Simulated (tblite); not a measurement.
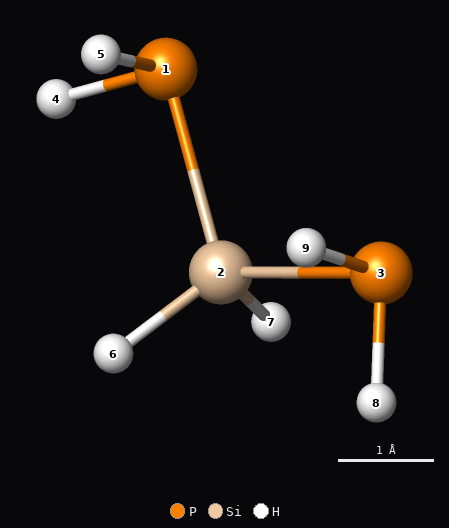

*The input geometry (ball-and-stick view, seen at an oblique angle; atoms are numbered from 1 in the order of the input).*

Molecular dynamics of SiP$_{2}$H$_{6}$

System: SiP$_{2}$H$_{6}$, SMILES P[SiH2]P.
Method: GFN2-xTB Langevin dynamics, gas phase (tblite 0.8.0).

## Log
```
t/fs     T/K      E/eV
    0.0   186.1   -266.95615
   25.0   136.9   -266.81314
   50.0   197.5   -266.85803
   75.0   122.9   -266.86145
  100.0   201.9   -266.85526
  125.0   166.1   -266.79904
  150.0   184.5   -266.75811
  175.0   210.7   -266.80174
  200.0   169.0   -266.78168
  225.0   166.9   -266.81662
  250.0   170.7   -266.80382
  275.0   109.7   -266.72385
  300.0   219.6   -266.82344
  325.0   178.1   -266.81222
  350.0   182.8   -266.81948
  375.0   152.8   -266.81361
  400.0   169.4   -266.81811
  425.0   180.5   -266.82515
  450.0   146.4   -266.83208
  475.0    98.9   -266.79915
  500.0   163.2   -266.81047
  525.0   152.2   -266.82655
  550.0   129.3   -266.79567
  575.0   176.1   -266.83812
  600.0   156.4   -266.86470
  625.0   104.3   -266.79557
  650.0   133.9   -266.83330
  675.0   155.6   -266.78040
  700.0   234.5   -266.77548
  725.0   257.9   -266.80802
  750.0   182.0   -266.76238
  775.0   226.6   -266.74712
  800.0   250.6   -266.75186
  825.0   256.3   -266.81557
  850.0   253.9   -266.79178
  875.0   180.0   -266.73422
  900.0   219.3   -266.80757
  925.0   180.5   -266.82587
  950.0   233.2   -266.79887
  975.0   141.7   -266.75560
 1000.0   189.2   -266.83121
```

## Trajectory as extended XYZ (Å, eV, eV/Å), 11 of the 41 frames kept, from step=0 to step=40
```
9
Properties=species:S:1:pos:R:3:forces:R:3 step=0 time_fs=0.0 energy=-266.95615 temperature=186.1
P    -1.8113    0.3732   -0.7144   -0.0009   0.0007   0.0004
Si    0.0083   -0.6301    0.1326   -0.0007  -0.0022   0.0011
P     1.8082    0.4077   -0.7144    0.0015   0.0012  -0.0005
H    -2.6922   -0.2622    0.1397    0.0010  -0.0007  -0.0004
H    -1.7378    1.4933    0.0957   -0.0014  -0.0005  -0.0002
H     0.0088   -0.6979    1.6036   -0.0002   0.0007  -0.0018
H     0.0217   -2.0056   -0.3755    0.0000   0.0018   0.0013
H     2.7001   -0.2031    0.1462   -0.0005  -0.0011  -0.0005
H     1.7077    1.5307    0.0887    0.0013   0.0001   0.0005
9
Properties=species:S:1:pos:R:3:forces:R:3 step=4 time_fs=100.0 energy=-266.85526 temperature=201.9
P    -1.9294    0.2980   -0.3902    0.4127   0.0123   0.5358
Si    0.0101   -0.7760    0.1608   -0.1158   0.2121   0.0726
P     1.7069    0.3818   -0.7931    0.2950  -0.3765   0.2616
H    -2.7737   -0.4285    0.4254   -0.0082  -0.2456  -0.0794
H    -1.7709    1.2112    0.6426   -0.0073   0.1980  -0.1776
H     0.3190   -1.1277    1.5725   -0.1676   0.2374  -0.2068
H    -0.1153   -2.0552   -0.5172    0.0794  -0.2386  -0.1902
H     2.3848    0.7724    0.3727   -0.3240  -0.1040  -0.2807
H     1.0392    1.5709   -0.9105   -0.1641   0.3048   0.0648
9
Properties=species:S:1:pos:R:3:forces:R:3 step=8 time_fs=200.0 energy=-266.78168 temperature=169.0
P    -1.8650    0.3279   -0.2551    0.0670   0.6175   0.7330
Si    0.0575   -0.8096    0.0297    0.0778  -0.2224  -0.6864
P     2.0019    0.1250   -0.6987    0.1757  -0.0853   1.3245
H    -2.7200   -0.7455   -0.0747    0.1051  -0.0645   0.1653
H    -1.8638    0.7106    1.1381   -0.2044  -0.2618  -0.9550
H     0.1484   -1.1108    1.4402    0.2459  -0.1004   0.4219
H    -0.0669   -2.1026   -0.6901    0.0808   0.2575   0.0859
H     2.0184    1.2196    0.2117   -0.0426  -0.5945  -0.3961
H     1.5464    0.9187   -1.6818   -0.5053   0.4539  -0.6930
9
Properties=species:S:1:pos:R:3:forces:R:3 step=12 time_fs=300.0 energy=-266.82344 temperature=219.6
P    -1.8188    0.2927   -0.2871    0.3736  -0.4111  -0.0807
Si    0.0903   -1.0246   -0.0457   -1.1565   0.3085   0.6174
P     1.9939   -0.0292   -0.5458    0.7943   0.3138   1.1491
H    -2.5566   -0.3487    0.7064    0.2000   0.1498  -0.0722
H    -1.4565    1.3656    0.5218    0.0564  -0.2297   0.0699
H     0.1689   -1.5173    1.3578    0.0980   0.1472  -0.3021
H    -0.0900   -2.1866   -0.8985   -0.0378  -0.1246  -0.2036
H     1.8106    1.0853    0.3266    0.0816  -0.5837  -0.4970
H     1.6153    0.6699   -1.6302   -0.4097   0.4299  -0.6807
9
Properties=species:S:1:pos:R:3:forces:R:3 step=16 time_fs=400.0 energy=-266.81811 temperature=169.4
P    -1.7081    0.2094   -0.2827   -0.3603   0.2314  -0.9604
Si   -0.0337   -1.2556   -0.2300    0.4846   0.2597   0.0046
P     1.9185   -0.2148   -0.7715   -0.8817   0.9151  -0.0827
H    -2.4936   -0.3409    0.6818   -0.1619  -0.2316   0.3574
H    -1.1535    1.1202    0.5648    0.2028   0.2097   0.3307
H     0.0901   -1.6727    1.1607    0.1415  -0.3307   0.1113
H    -0.2306   -2.3059   -1.2183   -0.1358  -0.1422   0.0343
H     1.5516    0.8834    0.0561    0.3997  -0.4371  -0.2571
H     1.3598    0.4816   -1.8876    0.3110  -0.4743   0.4618
9
Properties=species:S:1:pos:R:3:forces:R:3 step=20 time_fs=500.0 energy=-266.81047 temperature=163.2
P    -1.8347    0.2203   -0.4591    0.0525  -0.1949  -0.7149
Si   -0.1301   -1.2044   -0.1150   -0.4592  -0.6216   0.3810
P     1.6680   -0.3518   -1.0669    0.1173   0.7244  -0.2247
H    -2.8538   -0.2651    0.3242    0.0835  -0.1933   0.2632
H    -1.4287    1.1492    0.4467    0.0914   0.3237   0.4360
H     0.2687   -1.6432    1.2299   -0.1641   0.1505   0.1536
H    -0.4124   -2.4689   -0.7945   -0.1562  -0.0027  -0.1446
H     2.1954    0.1210    0.1162    0.1466  -0.0535   0.0714
H     0.9979    0.8629   -1.2504    0.2881  -0.1326  -0.2209
9
Properties=species:S:1:pos:R:3:forces:R:3 step=24 time_fs=600.0 energy=-266.86470 temperature=156.4
P    -2.1711    0.1844   -0.3410   -0.2815   1.0118   0.3224
Si   -0.3616   -1.0260    0.0957    0.0403   0.0733   0.5964
P     1.3006   -0.2004   -1.1379    0.2673   0.1499   0.2854
H    -3.1215   -0.5399    0.3547    0.1709  -0.0891   0.1026
H    -1.9742    1.1146    0.7390   -0.1485  -0.6273  -0.6792
H    -0.1171   -0.9918    1.5550    0.0844  -0.0990  -0.1373
H    -0.5862   -2.3880   -0.3152   -0.0673  -0.4851  -0.1112
H     2.2589   -0.3338   -0.1287   -0.1585  -0.0181  -0.2597
H     1.0001    1.0918   -0.7374    0.0929   0.0836  -0.1195
9
Properties=species:S:1:pos:R:3:forces:R:3 step=28 time_fs=700.0 energy=-266.77548 temperature=234.5
P    -2.4585    0.2593   -0.2068    1.0410   0.2384  -0.6828
Si   -0.5130   -0.8839    0.1716   -0.2835  -0.6524  -0.0305
P     1.1856    0.0919   -0.9598    0.0213  -0.1608  -0.1696
H    -3.0352    0.1619    1.0126   -0.0915  -0.0205   0.7160
H    -1.8627    1.5102    0.0352   -0.3317  -0.3111   0.0469
H    -0.0944   -1.1237    1.6137   -0.3148   0.0754  -0.6763
H    -0.7923   -2.1850   -0.5438    0.1670   0.4573   0.4682
H     2.0305   -1.0290   -1.1566   -0.4618   0.4048   0.3681
H     1.7792    0.4963    0.2189    0.2540  -0.0311  -0.0399
9
Properties=species:S:1:pos:R:3:forces:R:3 step=32 time_fs=800.0 energy=-266.75186 temperature=250.6
P    -2.6486    0.5661   -0.1222    0.4758  -0.3136  -0.8100
Si   -0.8471   -0.7998    0.0719    0.1657   0.8207  -0.1606
P     0.8138    0.3810   -0.9641    0.2397   0.1512   0.6408
H    -3.3415    0.2090    0.9938   -0.0045  -0.0354   0.5220
H    -1.9951    1.6464    0.4154   -0.0564   0.1769   0.3052
H    -0.5405   -1.3147    1.4003    0.0798   0.0557   0.2497
H    -1.0660   -1.9362   -0.7511   -0.2865  -0.8171  -0.5513
H     1.7590   -0.5492   -1.4313   -0.4993  -0.0493   0.3582
H     1.4912    0.5652    0.2620   -0.1143   0.0108  -0.5540
9
Properties=species:S:1:pos:R:3:forces:R:3 step=36 time_fs=900.0 energy=-266.80757 temperature=219.3
P    -2.6592    0.8214    0.1936   -0.2540   0.9503  -0.3041
Si   -1.0665   -0.6706   -0.0554    0.0482  -1.1723   0.0525
P     0.6182    0.1900   -1.2208   -0.0226   0.1669   0.0272
H    -3.4934   -0.0154    0.8322   -0.6280  -0.6516   0.1833
H    -2.3183    1.3463    1.4114    0.3529   0.2165   0.1344
H    -0.6356   -1.2857    1.2405   -0.1266   0.0981  -0.4042
H    -1.6848   -1.6843   -0.9627    0.1929   0.1542   0.3718
H     1.5672   -0.3477   -0.3966    0.2969  -0.2534   0.0191
H     0.5576    1.2929   -0.4085    0.1402   0.4913  -0.0801
9
Properties=species:S:1:pos:R:3:forces:R:3 step=40 time_fs=1000.0 energy=-266.83121 temperature=189.2
P    -2.6415    0.9420    0.4001   -0.0101   0.4687   0.8808
Si   -1.1222   -0.5938   -0.1377    0.2556   0.4852  -0.7780
P     0.5068    0.2767   -1.4830   -0.6593   0.5085   0.4805
H    -3.0634    0.2987    1.5838    0.0873   0.1299  -0.5040
H    -1.7641    1.7624    1.1642   -0.3271  -0.3426  -0.4460
H    -0.7242   -1.2699    1.0556    0.4841  -0.3690   0.7170
H    -1.7090   -1.6210   -0.9700   -0.2950  -0.2476  -0.2510
H     1.4713   -0.4251   -0.8417    0.5323  -0.3484   0.1839
H     0.7426    1.4035   -0.6723   -0.0678  -0.2848  -0.2833
```

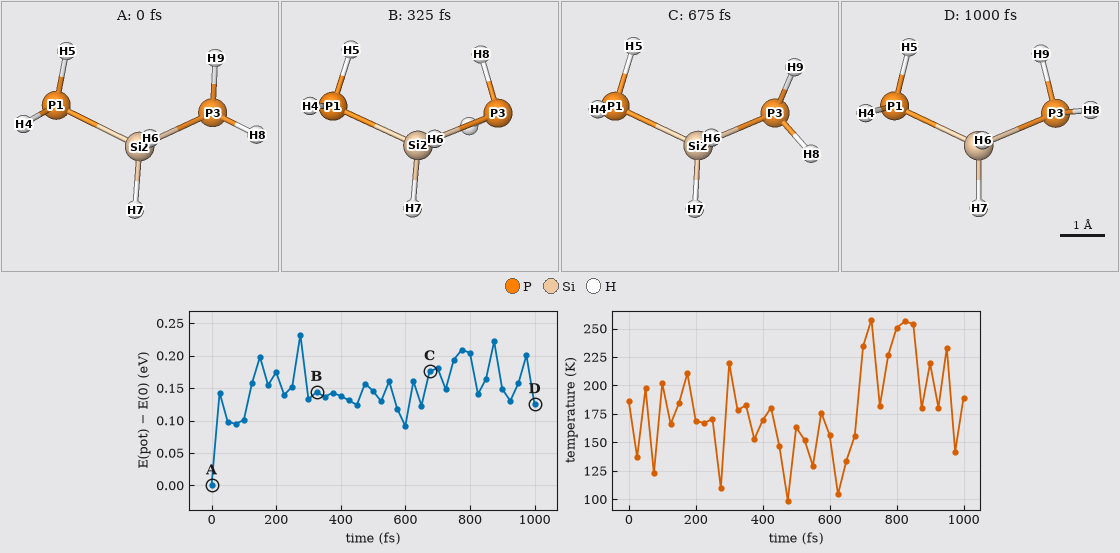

*Frames of the molecular dynamics (ball-and-stick, seen at a tilt) above the curves, on which the letters mark them.*

The trajectory kept here has 41 frames over 1000 fs. The temperature starts at 186 K, ranges from 99 to 258 K and averages 189 K over the second half. The potential energy ends 0.125 eV above its first value. After an unweighted best fit of the last frame on the first, the root-mean-square displacement is 0.28 Å, and H8 has moved furthest (0.48 Å).

This output came from the following input.

## Input
```
{"job": {"kind": "md", "xc": "GFN2-xTB", "basis": "xTB", "temperature": 200, "steps": 2000, "every": 50}, "charge": 0, "multiplicity": 1}
P     -1.811277     0.373204    -0.714445
Si     0.008288    -0.630089     0.132553
P      1.808249     0.407681    -0.714432
H     -2.692224    -0.262187     0.139700
H     -1.737790     1.493306     0.095747
H      0.008812    -0.697879     1.603575
H      0.021656    -2.005639    -0.375540
H      2.700129    -0.203139     0.146218
H      1.707718     1.530736     0.088682
```

The first line tells a small driver script what to run in tblite; the rest is the geometry in Å.

Launched with:
```bash
OMP_NUM_THREADS=1 python <driver script> task.json out
```

## Summary

- outcome: finished
- mean temperature over the second half: 189 K
- trajectory: 41 frames kept, 1000 fs
- hardware: 1 CPU thread, shared host
- wall time: 6.8 s
- peak memory: 0.18 GiB
